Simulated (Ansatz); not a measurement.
# RPA@PBE/cc-pVDZ run of C2H6Si (SMILES CC[SiH])

Aim: the energy change on altering one bond length of C2H6Si at RPA@PBE/cc-pVDZ, from 2 runs. 

Program for the calculation: Ansatz 0.2.0.

60 further runs of the same task are left out: 60 set aside as unsound or not needed.

**1. The system as given**

The species is C2H6Si (9 atoms), meant as a singlet with charge 0. As SMILES, `CC[SiH]`. Geometry: relaxed at PBE0-D4/def2-TZVP. This is one conformer, not always the lowest.

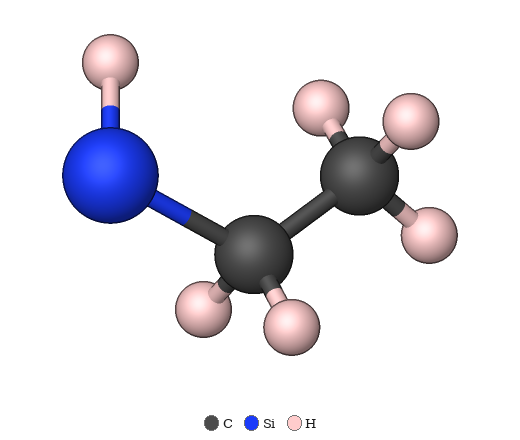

The structure, seen from a chosen angle (carbon dark grey, silicon blue, hydrogen pink).

**2. The energy at RPA@PBE/cc-pVDZ**

Contents of input.yaml:

```yaml
crystal:
  periodic: [false, false, false]
  atoms:
    - symbol: C
      position_ang: [-0.593600, 0.495600, -0.562700]
    - symbol: C
      position_ang: [0.423400, -0.563800, -0.158900]
    - symbol: Si
      position_ang: [1.475100, -0.358700, 1.398700]
    - symbol: H
      position_ang: [-1.208900, 0.173100, -1.407700]
    - symbol: H
      position_ang: [-0.098000, 1.423000, -0.860500]
    - symbol: H
      position_ang: [-1.258400, 0.736300, 0.269500]
    - symbol: H
      position_ang: [1.051000, -0.864800, -1.004300]
    - symbol: H
      position_ang: [-0.103000, -1.497700, 0.133400]
    - symbol: H
      position_ang: [0.401100, 0.410600, 2.175300]
basis:
  gaussian:
    orbitals: cc-pVDZ
correlation:
  method: rpa
  frozen_orbitals: {C: 1, H: 0, Si: 5}
magnetization:
  spin_polarized: false
  initial_magnetization: 0
accuracy: high
hamiltonian:
  xc: {name: PBE}
```

Run with:

```console
$ ansatz run input.yaml --threads 1 --pin off --max-ram 3480MiB --events-out events.jsonl --progress --plain --runs-dir runs
```

The program printed:

```text
Warning: RAYON_NUM_THREADS=1 ignored (pool sized by the plan → 1); use --threads N
Functional definition: PBE
  name "PBE"
  parameter kappa = 0.804
  parameter beta = 0.06672455060314922
  exchange = pbe_x(kappa = kappa, mu = beta*pi^2/3)
  correlation = pbe_c(beta = beta)
1848 factors; integrals over basis functions are off by at most 3.7e-9 eV
mean field evaluation 1: about -10030.5365 eV, gradient 6.1e1 eV
mean field evaluation 2: about -10030.5240 eV, gradient 6.1e1 eV
mean field evaluation 4: about -10039.1834 eV, gradient 1.6e1 eV
mean field evaluation 8: about -10040.2619 eV, gradient 5.1e-1 eV
mean field evaluation 16: about -10040.2625 eV, gradient 1.6e-4 eV
mean field -10040.26246663 eV, -368.9728401144 hartree, gradient 8.1e-9 eV, S^2 0.000000; 0 other end points of the search recorded, 0 dependent functions left out
7 core orbitals not correlated: weight in the atoms' cores, before any rotation towards them, 1.000 or more for the frozen orbitals, at most 0.000 for the correlated occupied ones
reference -10015.84260080 eV, -368.0754265973 hartree; 9, 9 occupied and 60, 60 virtual orbitals, 1848 factors
Total energy: -10034.07770671 eV, -368.7455543794 hartree
```

Wall time 9.3 s (1 thread of Arm Neoverse V1, shared host); peak memory 0.29 GiB.

**3. The distorted shape at the same level**

Contents of input.yaml:

```yaml
basis:
  gaussian:
    orbitals: cc-pVDZ
crystal:
  periodic: [false, false, false]
  atoms:
    - {symbol: C, position_ang: [-0.909087, 0.434075, -1.029946]}
    - {symbol: C, position_ang: [0.107913, -0.625325, -0.626146]}
    - {symbol: Si, position_ang: [1.475100, -0.358700, 1.398700]}
    - {symbol: H, position_ang: [-1.524387, 0.111575, -1.874946]}
    - {symbol: H, position_ang: [-0.413487, 1.361475, -1.327746]}
    - {symbol: H, position_ang: [-1.573887, 0.674775, -0.197746]}
    - {symbol: H, position_ang: [0.735513, -0.926325, -1.471546]}
    - {symbol: H, position_ang: [-0.418487, -1.559225, -0.333846]}
    - {symbol: H, position_ang: [0.401100, 0.410600, 2.175300]}
hamiltonian:
  xc: {name: PBE}
correlation:
  method: rpa
  frozen_orbitals: {C: 1, H: 0, Si: 5}
accuracy: high
```

Run with:

```console
$ ansatz run input.yaml --threads 1 --pin off --max-ram 3480MiB --events-out events.jsonl --progress --plain --runs-dir runs
```

The program printed:

```text
Warning: RAYON_NUM_THREADS=1 ignored (pool sized by the plan → 1); use --threads N
Functional definition: PBE
  name "PBE"
  parameter kappa = 0.804
  parameter beta = 0.06672455060314922
  exchange = pbe_x(kappa = kappa, mu = beta*pi^2/3)
  correlation = pbe_c(beta = beta)
1827 factors; integrals over basis functions are off by at most 3.7e-9 eV
mean field evaluation 1: about -10027.2313 eV, gradient 6.4e1 eV
mean field evaluation 2: about -10027.2213 eV, gradient 6.4e1 eV
mean field evaluation 4: about -10036.2904 eV, gradient 2.4e1 eV
mean field evaluation 8: about -10039.2932 eV, gradient 3.3e-1 eV
mean field evaluation 16: about -10039.2937 eV, gradient 2.0e-4 eV
mean field evaluation 32: about -9998.4442 eV, gradient 5.1e1 eV
mean field -10039.29370745 eV, -368.9372388711 hartree, gradient 1.8e-8 eV, S^2 0.000000; 3 other end points of the search recorded, 0 dependent functions left out
7 core orbitals not correlated: weight in the atoms' cores, before any rotation towards them, 1.000 or more for the frozen orbitals, at most 0.000 for the correlated occupied ones
reference -10014.61973082 eV, -368.0304869547 hartree; 9, 9 occupied and 60, 60 virtual orbitals, 1827 factors
Total energy: -10033.17384053 eV, -368.7123379098 hartree
```

Wall time 10 s (1 thread of Arm Neoverse V1, shared host); peak memory 0.3 GiB.

**4. Summary of results**

At RPA@PBE/cc-pVDZ, 7 core orbitals frozen:

```
                                                          quantity          value
                                         first shape: total energy  -368.74555 Eh
                     first shape: RPA correlation energy (valence)     -670.1 mEh
                                     distorted shape: total energy  -368.71234 Eh
                 distorted shape: RPA correlation energy (valence)     -681.9 mEh
energy change with the C2–Si3 bond stretched from 1.891 to 2.458 Å       0.904 eV
```

**Reading.** With the C2–Si3 bond stretched from 1.891 to 2.458 Å the energy rises by 0.90 eV (20.8 kcal/mol). The first shape isn't relaxed at this level, so the change isn't measured from a minimum.
